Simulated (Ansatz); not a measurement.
# BrCuF3P: what the fields show

The calculation's input:

```
crystal:
  periodic: [false, false, false]
  atoms:
    - {symbol: Br, position_ang: [-4.815044, 1.030624, 2.791084]}
    - {symbol: Cu, position_ang: [-3.118454, 0.188687, 1.651557]}
    - {symbol: F, position_ang: [-0.079959, -0.759519, 1.267956]}
    - {symbol: F, position_ang: [-1.011910, 0.107025, -0.764514]}
    - {symbol: F, position_ang: [-1.604466, -2.092783, -0.016105]}
    - {symbol: P, position_ang: [-1.474553, -0.628639, 0.548597]}
basis:
  gaussian:
    orbitals: def2-SVPD
hamiltonian:
  xc: pbe0
output: {forces: true, orbitals: {seedname: orbitals}}
```

Run with:

```sh
ansatz run input.yaml --threads 2 --pin off --max-ram 5220MiB --events-out events.jsonl --progress --plain --runs-dir runs
```

Geometry: PBE0-D4/def2-SVP.

The calculation used Ansatz 0.2.0, isolated molecule in a Gaussian basis; Kohn-Sham density functional theory, functional PBE0.

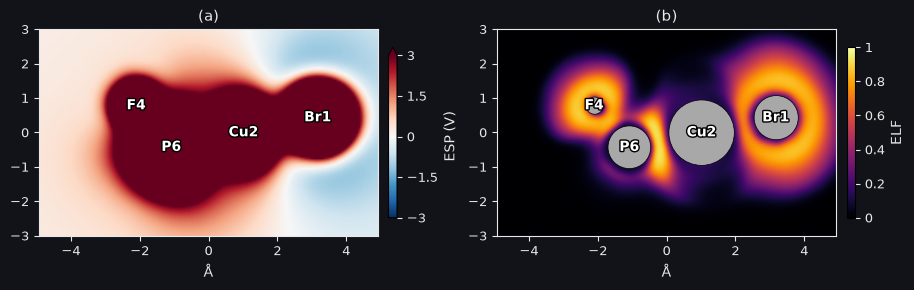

Figure 1. (a) electrostatic potential; (b) electron localisation function on the plane of atoms Cu2, P6 and F4. Grey discs cover the atomic cores in the ELF map.

Question: Interpret the plot.

Answer: Atoms in the plane: Br, Cu, F and P. P–F (1.57 Å): the ELF peaks at about 0.85 in the valence shell of F, 0.6 Å from its nucleus, and is about 0.65 at the midpoint. Cu–P (2.14 Å): the ELF peaks at about 0.90 between the atoms. Cu–Br (2.21 Å): the ELF peaks at about 0.70 in the valence shell of Br, 0.9 Å from its nucleus, and is about 0.50 at the midpoint. The ELF also peaks beside F4, away from the bonds: lone-pair regions. Outside the dense part of the molecule the potential is most negative (−1.1 V) near Br1.

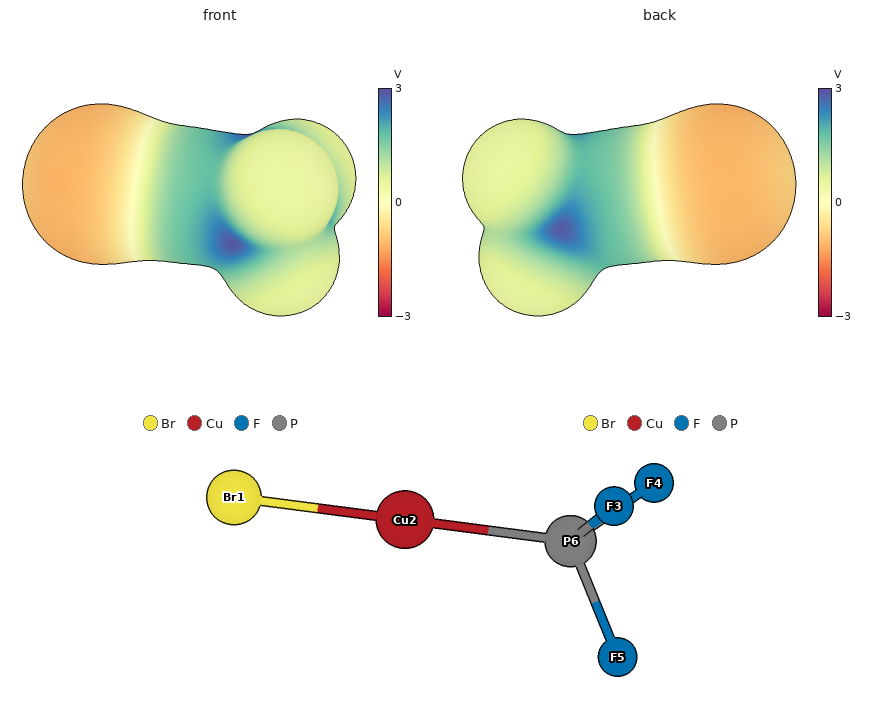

Figure 2. The electrostatic potential painted on the density surface at 0.002 e/bohr³, seen from the front and from behind; red is negative and blue positive. The bare structure is drawn below in the same view.

Question: Describe the electrostatic potential map.

Answer: The most negative region (about −1.1 V) lies over Br1, the most positive (about +2.8 V) over P6.

Question: How polar is the molecule by this calculation?

Answer: Its dipole moment is 4.73 D.

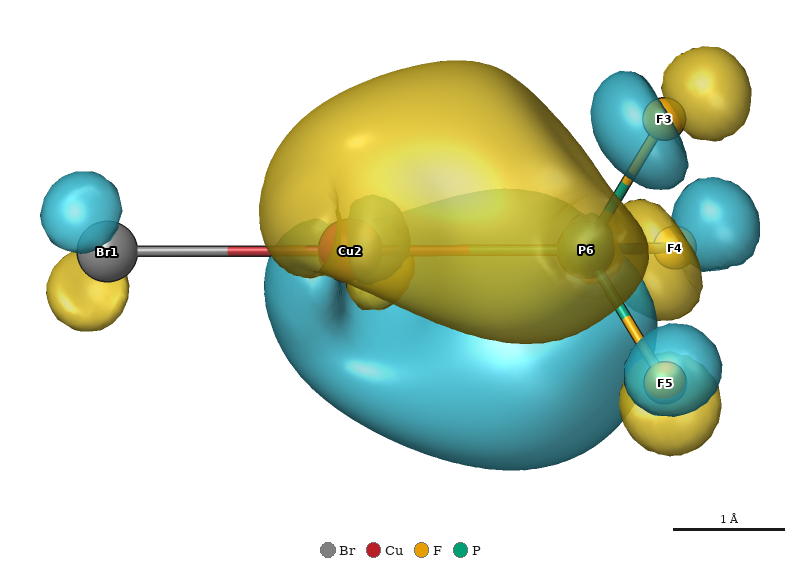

Figure 3. The LUMO at ±0.1 Å⁻³ᐟ² (yellow and cyan are the two phases), seen across its widest extent.

Question: What is the character of this orbital?

Answer: It lies mainly on P6 (about 45 %) and Cu2 (about 30 %). It is one of a degenerate set, so its orientation is arbitrary. Its energy is −2.27 eV.
